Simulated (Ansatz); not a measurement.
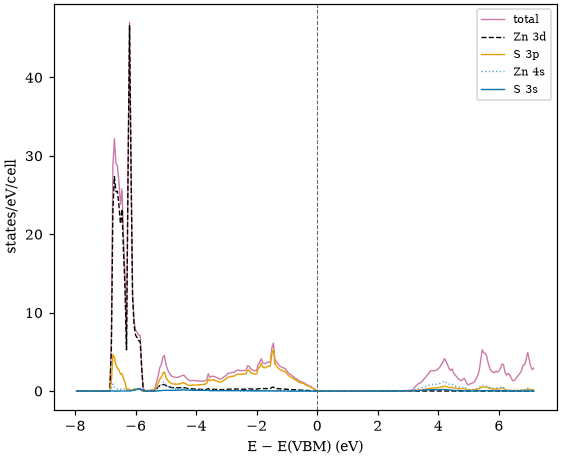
Total and projected density of states of ZnS (wurtzite, space group No. 186), DFT-LDA in the program Ansatz with PAW potentials

Which orbitals carry the states next to the gap?

Top 1 eV of the valence band: S 3p 87 %, Zn 3d 10 %. Bottom 1 eV of the conduction band: Zn 4s 54 %, S 3s 27 %, S 3p 14 %. Projections are on Löwdin-orthogonalised atomic valence shells; empty p or d shells of many metals are not among them.

Where is the tallest occupied peak in this window, and what makes it?

Near -6.2 eV, about 47 states/eV per cell; the largest projected share is Zn 3d.

Space group P6_3mc (wurtzite). The LDA relaxation kept the symmetry of its start; phonons on a q-mesh show no instability.

Potentials: the later of the program's two PAW sets.
